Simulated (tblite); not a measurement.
# Geometry relaxation, with input and output: C4H11BSSi2 (part 1 of 3)

C4H11BSSi2, SMILES B1C[SiH2]S[SiH2]C12CC2, computed with GFN2-xTB geometry optimisation, gas phase (tblite 0.8.0).

It belongs to a series of runs on one base structure; here: ring closed by a new Si-C bond.

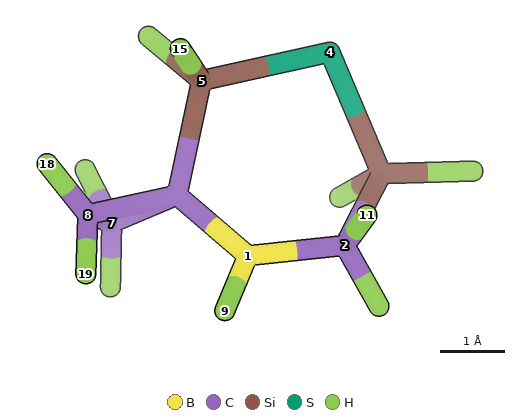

*The input geometry (stick view, seen at a tilt; atoms are numbered from 1 in the order of the input).*

Bond lengths as drawn: B–C 1.55 to 1.57 Å, B–H 1.20 Å, C–C 1.50 to 1.52 Å, C–H 1.09 to 1.13 Å, C–Si 1.85 to 1.86 Å, H–Si 1.45 to 1.48 Å and S–Si 2.16 Å.

### Results in brief

| quantity | value |
| --- | --- |
| outcome | converged |
| total energy | −602.3201 eV |
| hardware | 1 CPU thread, shared host |
| wall time | 1.2 s |
| peak memory | 0.18 GiB |

### Input
```
{"job": {"kind": "relax", "xc": "GFN2-xTB", "basis": "xTB"}, "charge": 0, "multiplicity": 1}
B      0.052300    -1.102500    -0.565500
C      1.596700    -1.194800    -0.681400
Si     2.506800     0.413100    -0.542100
S      2.047700     1.126200     1.440400
Si    -0.076800     0.777300     1.627300
C     -0.800300     0.045300     0.075900
C     -1.810400     0.830800    -0.700500
C     -2.282300    -0.241800     0.240600
H     -0.540300    -2.107900    -0.838800
H      1.937100    -1.741600    -1.579600
H      1.947800    -1.810500     0.197400
H      1.899600     1.393200    -1.460600
H      3.939600     0.277300    -0.751200
H     -0.669200     2.124200     1.769000
H     -0.419700    -0.002300     2.807300
H     -2.000100     0.621700    -1.749400
H     -1.999400     1.856600    -0.289300
H     -2.782800    -0.007200     1.184200
H     -2.556100    -1.247900    -0.191000
```

The first line tells a small driver script what to run in tblite; the rest is the geometry in Å.

Run as:
```bash
OMP_NUM_THREADS=1 python <driver script> task.json out
```

### Output
```
step      E/eV     max force
  0    -601.71659    1.616
  1    -601.87800    0.961
  2    -601.94941    0.495
  3    -601.98570    0.510
  4    -602.01943    0.525
  5    -602.04409    0.486
  6    -602.06496    0.358
  7    -602.07991    0.331
  8    -602.09423    0.278
  9    -602.10807    0.383
 10    -602.12047    0.303
 11    -602.12914    0.227
 12    -602.13515    0.237
 13    -602.14133    0.247
 14    -602.14831    0.258
 15    -602.15499    0.217
 16    -602.16130    0.239
 17    -602.16762    0.225
 18    -602.17350    0.177
 19    -602.17785    0.148
 20    -602.18039    0.129
 21    -602.18241    0.115
 22    -602.18516    0.146
 23    -602.18872    0.149
 24    -602.19240    0.167
 25    -602.19552    0.153
 26    -602.19820    0.120
 27    -602.20088    0.139
 28    -602.20320    0.117
 29    -602.20447    0.067
 30    -602.20508    0.062
 31    -602.20566    0.065
 32    -602.20655    0.102
 33    -602.20767    0.112
 34    -602.20868    0.083
 35    -602.20935    0.064
 36    -602.20986    0.056
 37    -602.21040    0.060
 38    -602.21099    0.060
 39    -602.21155    0.062
 40    -602.21207    0.056
 41    -602.21267    0.057
 42    -602.21356    0.100
 43    -602.21494    0.126
 44    -602.21683    0.111
 45    -602.21899    0.104
 46    -602.22106    0.123
 47    -602.22359    0.180
 48    -602.22720    0.204
 49    -602.23592    0.223
 50    -602.24141    0.175
 51    -602.24578    0.202
 52    -602.24822    0.163
 53    -602.25171    0.144
 54    -602.25584    0.129
 55    -602.25923    0.134
 56    -602.26433    0.141
 57    -602.26824    0.130
 58    -602.27110    0.143
 59    -602.27432    0.135
 60    -602.27764    0.143
 61    -602.28229    0.094
 62    -602.28341    0.087
 63    -602.28484    0.072
 64    -602.28653    0.072
 65    -602.28756    0.072
 66    -602.28903    0.080
 67    -602.29015    0.080
 68    -602.29115    0.072
 69    -602.29198    0.072
 70    -602.29286    0.066
 71    -602.29392    0.083
 72    -602.29514    0.082
 73    -602.29611    0.065
 74    -602.29665    0.055
 75    -602.29696    0.053
 76    -602.29733    0.055
 77    -602.29793    0.083
 78    -602.29878    0.092
 79    -602.29972    0.078
 80    -602.30045    0.060
 81    -602.30094    0.052
 82    -602.30132    0.050
 83    -602.30168    0.054
 84    -602.30207    0.053
 85    -602.30246    0.040
 86    -602.30280    0.040
 87    -602.30304    0.036
 88    -602.30321    0.034
 89    -602.30338    0.034
 90    -602.30357    0.035
 91    -602.30379    0.039
 92    -602.30406    0.048
 93    -602.30440    0.049
 94    -602.30481    0.044
 95    -602.30531    0.057
 96    -602.30579    0.056
 97    -602.30618    0.041
 98    -602.30646    0.035
 99    -602.30671    0.037
100    -602.30702    0.043
101    -602.30751    0.063
102    -602.30819    0.073
103    -602.30886    0.059
104    -602.30928    0.040
105    -602.30952    0.032
106    -602.30974    0.040
107    -602.31022    0.048
108    -602.31084    0.055
109    -602.31141    0.053
110    -602.31178    0.048
111    -602.31203    0.050
112    -602.31227    0.039
113    -602.31248    0.035
114    -602.31265    0.036
115    -602.31281    0.039
116    -602.31298    0.035
117    -602.31318    0.038
118    -602.31338    0.034
119    -602.31356    0.030
120    -602.31371    0.033
121    -602.31387    0.031
122    -602.31405    0.032
123    -602.31424    0.034
124    -602.31442    0.036
125    -602.31463    0.035
126    -602.31490    0.050
127    -602.31532    0.067
128    -602.31582    0.070
129    -602.31627    0.050
130    -602.31662    0.050
131    -602.31696    0.049
132    -602.31748    0.057
133    -602.31810    0.064
134    -602.31861    0.044
135    -602.31891    0.039
136    -602.31908    0.031
137    -602.31921    0.028
138    -602.31934    0.027
139    -602.31946    0.033
140    -602.31958    0.034
141    -602.31969    0.031
142    -602.31978    0.030
143    -602.31984    0.015
144    -602.31989    0.011
145    -602.31992    0.011
146    -602.31995    0.013
147    -602.31998    0.011
148    -602.32001    0.016
149    -602.32003    0.013
150    -602.32005    0.008
```

### Trajectory as extended XYZ (Å, eV, eV/Å), 26 of the 151 frames kept, from step=0 to step=150
```
19
Properties=species:S:1:pos:R:3:forces:R:3 step=0 energy=-601.71659
B     0.0523   -1.1025   -0.5655   -0.9590  -0.8210  -0.0460
C     1.5967   -1.1948   -0.6814    0.6330  -0.9220   0.3230
Si    2.5068    0.4131   -0.5421    0.0400   1.0010  -0.2590
S     2.0477    1.1262    1.4404    0.0130  -0.0100   0.2850
Si   -0.0768    0.7773    1.6273    0.1660   1.0670   0.0500
C    -0.8003    0.0453    0.0759    0.6860  -0.9140  -0.0570
C    -1.8104    0.8308   -0.7005   -1.1340   0.4430   1.0630
C    -2.2823   -0.2418    0.2406   -0.0650  -1.1440  -0.4870
H    -0.5403   -2.1079   -0.8388    0.1280   0.3230  -0.1280
H     1.9371   -1.7416   -1.5796   -0.2990   0.0650   0.4270
H     1.9478   -1.8105    0.1974   -0.3760   0.2600  -0.7630
H     1.8996    1.3932   -1.4606    0.2030  -0.0450   0.0300
H     3.9396    0.2773   -0.7512    0.0570   0.0960   0.1980
H    -0.6692    2.1242    1.7690    0.1340  -0.1290   0.0920
H    -0.4197   -0.0023    2.8073    0.2020  -0.1690   0.0750
H    -2.0001    0.6217   -1.7494    0.3580   0.4370   0.2170
H    -1.9994    1.8566   -0.2893    0.1610  -0.8850  -0.9870
H    -2.7828   -0.0072    1.1842    0.2080  -0.0060  -0.5210
H    -2.5561   -1.2479   -0.1910   -0.1570   1.3510   0.4880
19
Properties=species:S:1:pos:R:3:forces:R:3 step=6 energy=-602.06496
B     0.0287   -1.1716   -0.5652   -0.2130  -0.0550  -0.0340
C     1.5952   -1.1975   -0.6719    0.0250  -0.2400   0.0400
Si    2.4923    0.4606   -0.5452   -0.0930   0.0320  -0.0060
S     2.0688    1.1342    1.4775   -0.0120   0.0230  -0.0920
Si   -0.0614    0.8394    1.6179    0.0130   0.1180  -0.0080
C    -0.7814   -0.0201    0.1011   -0.0580  -0.1190   0.0180
C    -1.8362    0.7867   -0.6538    0.2090   0.1530  -0.0550
C    -2.2659   -0.2910    0.2572   -0.2870   0.0250  -0.1550
H    -0.5669   -2.1363   -0.9018    0.0900   0.1120  -0.1150
H     1.9091   -1.7574   -1.5543    0.0040   0.0730  -0.0660
H     1.9312   -1.8296    0.1629   -0.0180   0.1060  -0.0250
H     1.9184    1.4288   -1.4887    0.1060  -0.0140   0.0690
H     3.9389    0.3111   -0.7031   -0.1000   0.1140   0.1510
H    -0.6671    2.1648    1.7914    0.0860  -0.0430  -0.0070
H    -0.3598    0.0014    2.7844    0.1700   0.0420   0.0080
H    -1.9417    0.6752   -1.7191    0.1000  -0.2960  -0.1750
H    -2.0004    1.8180   -0.3715    0.0740  -0.0260   0.2060
H    -2.7667   -0.0094    1.1670   -0.0260  -0.0120   0.1650
H    -2.6450   -1.1979   -0.1926   -0.0690   0.0070   0.0810
19
Properties=species:S:1:pos:R:3:forces:R:3 step=12 energy=-602.13515
B    -0.0013   -1.2016   -0.5709   -0.0040   0.0340  -0.0280
C     1.5718   -1.2147   -0.6746    0.0120   0.0260  -0.0040
Si    2.4530    0.4568   -0.5419    0.0460   0.0220   0.0260
S     2.0695    1.1560    1.4631   -0.0570   0.0680  -0.0450
Si   -0.0537    0.8595    1.6016   -0.0470  -0.1290   0.0440
C    -0.8079   -0.0702    0.1324    0.0650   0.0330  -0.0200
C    -1.8123    0.7665   -0.6602    0.0780  -0.0050   0.0360
C    -2.3101   -0.2799    0.2509    0.0860  -0.1550   0.1260
H    -0.5764   -2.1377   -0.9930   -0.0520   0.0610  -0.0800
H     1.8981   -1.7485   -1.5694   -0.0200   0.0100   0.0240
H     1.9285   -1.8267    0.1634   -0.0270   0.0220  -0.0430
H     1.9541    1.4522   -1.4893   -0.0500  -0.0070  -0.0230
H     3.9041    0.3684   -0.6210    0.0340  -0.0240   0.0410
H    -0.6417    2.1872    1.7967    0.0190  -0.0530  -0.0660
H    -0.2634    0.0232    2.7816    0.0410   0.0080   0.1050
H    -1.8704    0.6114   -1.7277   -0.0440  -0.0240   0.0080
H    -1.9583    1.7934   -0.3560    0.0960   0.0300  -0.1080
H    -2.7716   -0.0071    1.1839   -0.1530   0.1730   0.0530
H    -2.7220   -1.1790   -0.1770   -0.0220  -0.0900  -0.0450
19
Properties=species:S:1:pos:R:3:forces:R:3 step=18 energy=-602.17350
B    -0.0157   -1.2056   -0.5966    0.0530   0.0490   0.0880
C     1.5588   -1.2077   -0.6847   -0.0210   0.0870  -0.0400
Si    2.4465    0.4676   -0.5391    0.0050  -0.0690   0.0050
S     2.0401    1.2123    1.4355    0.0880   0.0330   0.0460
Si   -0.0576    0.8232    1.6269    0.0350  -0.0540   0.0350
C    -0.8128   -0.1126    0.1689   -0.0750  -0.0080   0.1260
C    -1.7811    0.7320   -0.6529   -0.0870  -0.0750  -0.0620
C    -2.3232   -0.2868    0.2788    0.0360   0.1340  -0.0380
H    -0.6048   -2.0896   -1.0962   -0.0350   0.0050  -0.1100
H     1.8889   -1.7370   -1.5784    0.0500  -0.0020  -0.0230
H     1.9141   -1.8154    0.1528   -0.0060  -0.0240   0.0310
H     1.9521    1.4517   -1.4983   -0.0190  -0.0060  -0.0720
H     3.9018    0.3867   -0.5489   -0.0150  -0.0480  -0.0390
H    -0.6227    2.1605    1.7620   -0.1420   0.0380   0.0310
H    -0.1860    0.0337    2.8494   -0.0370  -0.0120   0.0240
H    -1.8501    0.5440   -1.7165    0.0350  -0.0030   0.0430
H    -1.8792    1.7785   -0.3949   -0.0060  -0.0630  -0.0360
H    -2.8242    0.0565    1.1778    0.1070  -0.0820  -0.1140
H    -2.7545   -1.1826   -0.1532    0.0330   0.1020   0.1060
19
Properties=species:S:1:pos:R:3:forces:R:3 step=24 energy=-602.19240
B    -0.0228   -1.1991   -0.5917    0.0110   0.0040  -0.1670
C     1.5494   -1.1980   -0.6912    0.0340  -0.0580   0.0560
Si    2.4420    0.4695   -0.5367   -0.0250   0.0600  -0.0130
S     2.0494    1.2440    1.4338   -0.1180  -0.0320  -0.0060
Si   -0.0500    0.8142    1.6592   -0.0280   0.0950  -0.0210
C    -0.8132   -0.1250    0.2059    0.0510  -0.0630  -0.0360
C    -1.7659    0.7064   -0.6615    0.0980   0.0160   0.0530
C    -2.3202   -0.2767    0.2926   -0.0620   0.0040  -0.0290
H    -0.6177   -2.0302   -1.1817    0.0060   0.0860   0.0300
H     1.9009   -1.7206   -1.5833   -0.0540   0.0190   0.0250
H     1.8987   -1.8080    0.1485    0.0180  -0.0140   0.0290
H     1.9487    1.4320   -1.5258    0.0290  -0.0310   0.0190
H     3.8956    0.3654   -0.5429   -0.0050  -0.0260  -0.0430
H    -0.6774    2.1359    1.7645   -0.0010  -0.0660   0.0660
H    -0.1699    0.0337    2.8934    0.0080   0.0300  -0.0600
H    -1.8199    0.4960   -1.7209    0.0380  -0.0400   0.0450
H    -1.8459    1.7581   -0.4296   -0.0320   0.0250  -0.0230
H    -2.8269    0.0841    1.1736    0.0160   0.0610   0.0710
H    -2.7645   -1.1726   -0.1138    0.0180  -0.0680   0.0030
19
Properties=species:S:1:pos:R:3:forces:R:3 step=30 energy=-602.20508
B    -0.0220   -1.1820   -0.6163   -0.0170  -0.0290   0.0320
C     1.5486   -1.2000   -0.6822   -0.0070  -0.0310  -0.0020
Si    2.4323    0.4717   -0.5333    0.0040   0.0010  -0.0120
S     2.0280    1.2618    1.4278   -0.0160   0.0350  -0.0290
Si   -0.0610    0.8162    1.6689   -0.0200   0.0170   0.0170
C    -0.8065   -0.1403    0.2252    0.0090   0.0210  -0.0190
C    -1.7426    0.6890   -0.6589   -0.0090   0.0100  -0.0180
C    -2.3171   -0.2721    0.3053    0.0110  -0.0200   0.0030
H    -0.6304   -1.9629   -1.2530    0.0040   0.0350  -0.0290
H     1.8999   -1.7076   -1.5809    0.0130  -0.0560   0.0220
H     1.8951   -1.8093    0.1585    0.0040  -0.0010  -0.0090
H     1.9544    1.4133   -1.5466    0.0000   0.0180   0.0140
H     3.8828    0.3414   -0.5547    0.0200   0.0090   0.0010
H    -0.7305    2.1109    1.7961    0.0130   0.0200   0.0370
H    -0.1561    0.0433    2.9051   -0.0010  -0.0310   0.0080
H    -1.7766    0.4460   -1.7102   -0.0270   0.0020  -0.0440
H    -1.8268    1.7471   -0.4602    0.0040   0.0120   0.0100
H    -2.8137    0.1180    1.1814    0.0130   0.0010   0.0160
H    -2.7675   -1.1752   -0.0795    0.0020  -0.0140  -0.0010
19
Properties=species:S:1:pos:R:3:forces:R:3 step=36 energy=-602.20986
B    -0.0199   -1.1803   -0.6179    0.0090   0.0530  -0.0170
C     1.5511   -1.2144   -0.6770    0.0070   0.0010   0.0090
Si    2.4313    0.4652   -0.5392   -0.0060  -0.0280   0.0060
S     2.0068    1.2862    1.4079    0.0480   0.0210  -0.0210
Si   -0.0738    0.8226    1.6768    0.0260  -0.0340  -0.0220
C    -0.8012   -0.1346    0.2224   -0.0140   0.0010   0.0180
C    -1.7424    0.6863   -0.6654   -0.0140  -0.0050   0.0050
C    -2.3119   -0.2714    0.3062    0.0210  -0.0020   0.0200
H    -0.6361   -1.9238   -1.2895    0.0040  -0.0050  -0.0140
H     1.9034   -1.7368   -1.5669    0.0090  -0.0090   0.0020
H     1.9004   -1.8140    0.1680   -0.0020   0.0060   0.0450
H     1.9564    1.4162   -1.5448   -0.0040  -0.0140  -0.0160
H     3.8844    0.3372   -0.5623   -0.0270   0.0110   0.0200
H    -0.7417    2.1148    1.8344   -0.0040  -0.0050   0.0130
H    -0.1557    0.0304    2.9043    0.0020  -0.0090  -0.0230
H    -1.7803    0.4371   -1.7167   -0.0160   0.0230   0.0150
H    -1.8239    1.7453   -0.4680   -0.0140  -0.0080  -0.0150
H    -2.7970    0.1248    1.1869   -0.0220  -0.0250  -0.0230
H    -2.7598   -1.1815   -0.0666   -0.0020   0.0280  -0.0010
```
